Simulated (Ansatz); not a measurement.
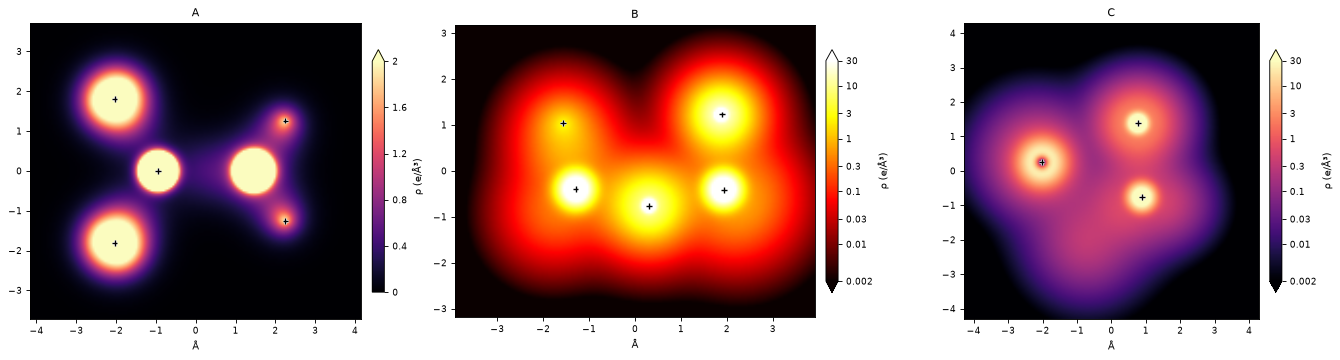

The electron density of 3 systems, each on a plane through atoms (crosses mark nuclei in the plane).

Theory: isolated molecule in a Gaussian basis; Kohn-Sham density functional theory, functional PBE0 (Ansatz 0.2.0).

System 1: F$_{3}$HOSi$_{2}$, the plane of atoms Si5, O4 and Si6. Geometry: B3LYP-D3(BJ)/def2-SVP.

```xyz
7

F    -0.0185    1.7718    2.1891
F     2.0286    1.4716   -2.0134
F     3.2343   -0.2352   -0.4815
O     0.7923    0.5434    0.1164
Si   -0.4955    0.5700    1.1789
Si    2.2412    1.0297   -0.4819
H     2.8474    2.1337    0.2707
```

System 2: AlCl$_{2}$GeH$_{2}$ (doublet), the plane of atoms Cl2, Al1 and Cl3. Geometry: B3LYP/6-31G*.

```xyz
6

Al   -2.2639   -1.7800   -0.1330
Cl   -0.2992   -2.4685   -0.4779
Cl   -3.8275   -3.1955   -0.1975
Ge   -2.7369    0.5944    0.0571
H    -1.5996    1.5371    0.5235
H    -4.0701    1.0307    0.7142
```

System 3: ClGeHInSi (doublet), the plane of atoms Cl1, Si4 and In3. Geometry: r2SCAN-D4/def2-SVP; core potentials replace the inner electrons of In.

```xyz
5

Cl   -1.6921   -1.8665    2.5959
Ge   -0.8555    0.7240   -0.1516
In   -2.5220    1.0050    2.1267
Si   -1.4046   -1.3746    0.5132
H    -1.8838   -2.6105   -0.1840
```

Question: Which map belongs to which system?

Answer: Panel A is system 2, AlCl$_{2}$GeH$_{2}$: the plane holds Al, Cl and H. Al–Cl (2.11 Å): ρ at the midpoint is about 0.72 e/Å³. Panel B is system 1, F$_{3}$HOSi$_{2}$: the plane holds F, O, Si and H. Si–O (1.64 Å): the density is about 1.2 e/Å³ at the midpoint. Panel C is system 3, ClGeHInSi: the plane holds Cl, In and Si. Si–Cl (2.16 Å): the density is about 0.73 e/Å³ at the midpoint.
